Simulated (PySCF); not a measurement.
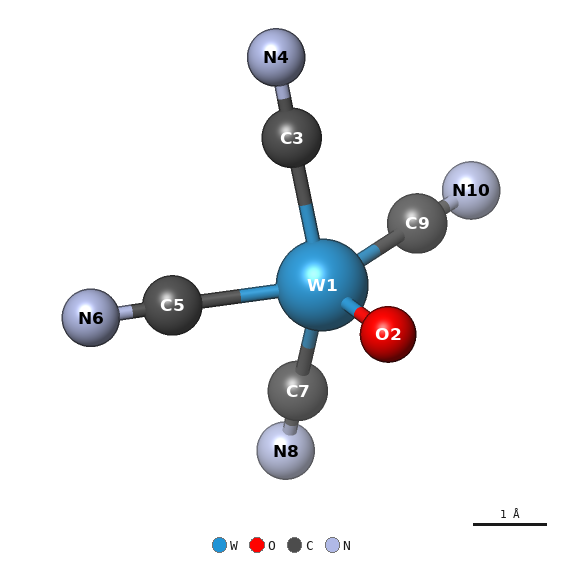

Orthographic view. Distant atoms are faded towards the background colour. Charge −1, doublet. The geometry was computed by an optimisation with PBE0-D3(BJ)/def2-SVP. No frequency run is at hand to confirm it as a minimum. Other spin states may lie lower.

Write a Z-matrix (Å, degrees) in the order of the atom numbers, with these reference atoms: 2 to 1; 3 to 1, 2; 4 to 3, 2, 1; 5 to 1, 2, 3; 6 to 5, 3, 4; 7 to 1, 2, 5; 8 to 7, 5, 6; 9 to 1, 2, 7; 10 to 9, 7, 8.

```
W  
O    1   1.682
C    1   2.125   2   109.3
N    3   1.166   2   147.8   1   180.0
C    1   2.125   2   109.3   3   -90.1
N    5   1.166   3   132.4   4    -0.1
C    1   2.125   2   109.2   5   -90.0
N    7   1.166   5   132.3   6     0.1
C    1   2.125   2   109.2   7   -89.9
N    9   1.166   7   132.4   8    -0.1
```
